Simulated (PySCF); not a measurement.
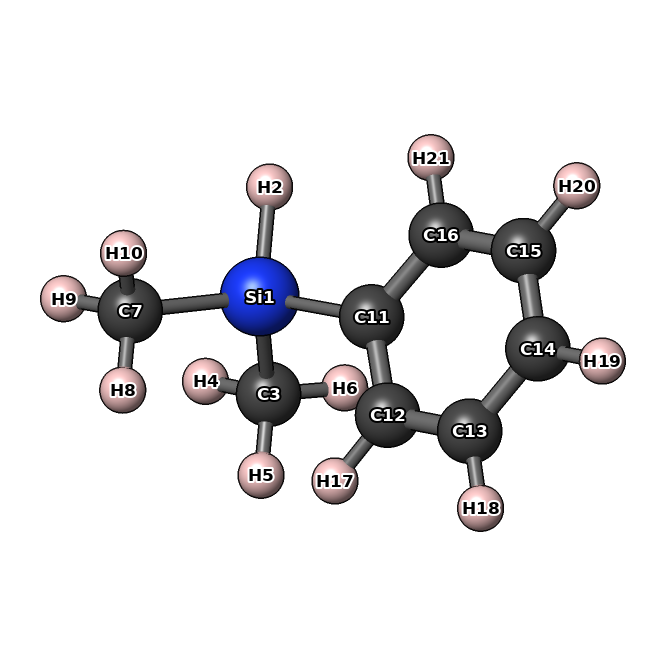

The thickness of each stick grows with its Mayer bond order. The geometry was computed by an optimisation with PBE0-D3(BJ)/def2-SVP. No frequency run is at hand to confirm it as a minimum. Method: PBE0/pcSseg-1 (PySCF 2.14.0).

Which bond between heavy atoms has the lowest Mayer bond order?

Answer. Si1–C11, 0.82, at 1.884 Å.

List the Mayer bond orders of Si1–C3, Si1–C7, Si1–C11, C11–C12, C11–C16, C12–C13, C13–C14, C14–C15, C15–C16 (bonds between heavy atoms, one of each equivalent set). Atoms whose distances differ by more than 0.02 Å in this geometry are listed apart.

```tsv
bond	Mayer order	length (Å)
Si1–C3	0.98	1.881
Si1–C7	0.98	1.881
Si1–C11	0.82	1.884
C11–C12	1.40	1.404
C11–C16	1.43	1.403
C12–C13	1.45	1.393
C13–C14	1.42	1.395
C14–C15	1.43	1.394
C15–C16	1.44	1.395
```
